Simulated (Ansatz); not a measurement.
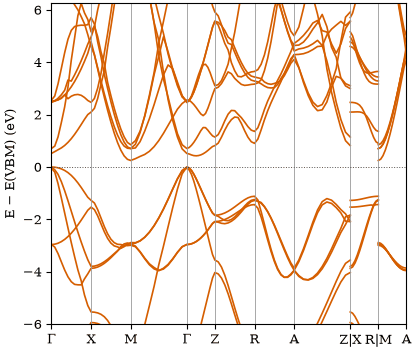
Figure. Band structure from DFT-PBEsol in the program Ansatz with PAW potentials

### Question
Read off the gap and where the band edges lie.

### Answer
About 0.2 eV (0.25 eV by a search for the band edges); maximum at Γ, minimum at M.

### Question
Pick the material that matches.
(A) Zn2SeS, P-4m2 (Zn on 2g, Se on 1d, S on 1b)
(B) AlGaP2, P-4m2 (Al on 1c, Ga on 1a, P on 2g)
(C) Si3Ge, P-4m2 (Si on 2g, Si on 1a, Ge on 1c)
(D) GaN, P4_2/mnm (Ga on 4g, N on 4f)

### Answer
C, Si3Ge, P-4m2 (Si on 2g, Si on 1a, Ge on 1c)

The start of the workflow was typed in or built on a structure type; neither database checked (COD, Materials Project) lists it. Whether it is the stable phase at ambient conditions was not checked. Symmetry was held in the PBEsol relaxation; its stability against distortions is not shown here. Spin–orbit coupling is left out wherever it is not named.

Potentials: the later of the program's two PAW sets.
